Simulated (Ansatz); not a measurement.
# GaAs: 4 layers

Start from GaAs in the zinc blende structure (space group F-43m, No. 216; a = 5.666 Å). Axes: x, y, z lie along the cube axes.

Perturbation: a free-standing slab of 4 layers (8 atoms, 2 a layer) is cut normal to [110], with 15 Å of vacuum and the in-plane cell held at bulk.

All numbers come from Ansatz (an electronic-structure program) r2SCAN, no spin-orbit coupling, earlier PAW set. k-mesh 8×6×1 (Γ-centred); smearing 0.05 eV (Fermi–Dirac), for the changed cell.

```csv
quantity,base,changed,shift
layer's space group (with vacuum),–,Pmn2_1 (No. 31),–
shortest interatomic distance,4.636 bohr,4.570 bohr,-0.066 bohr
band gap,0.97 eV,1.31 eV,+0.34 eV
gap character,–,"indirect, Γ → Γ–X (83 % along)",–
smallest direct gap,0.97 eV,1.68 eV,+0.71 eV
"valence-band top at Γ (three highest levels, from the VBM)","0.00, 0.00, 0.00 eV","0.00, -0.54, -0.69 eV",–
excess energy per area of both faces (slab less bulk energy over the cell's area: twice a surface energy),–,1.42 J/m²,–
thickness between the outermost nuclei,–,6.51 Å,–
change of the spacing d12 from its bulk value of 2.003 Å,–,-7.1 %,–
change of the spacing d23 from its bulk value of 2.003 Å,–,+3.5 %,–
```

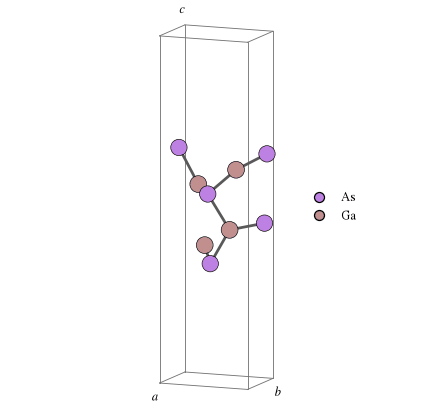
Figure. The relaxed cell after the change

Cost of the whole job for the changed cell (relaxation, final SCF and bands): very roughly 15 core-minutes.

Slab and bulk use different k-meshes, which limits the precision of the excess energy. No phonon test of stability was made. Labels are those of the standard path for the cell's own space group.
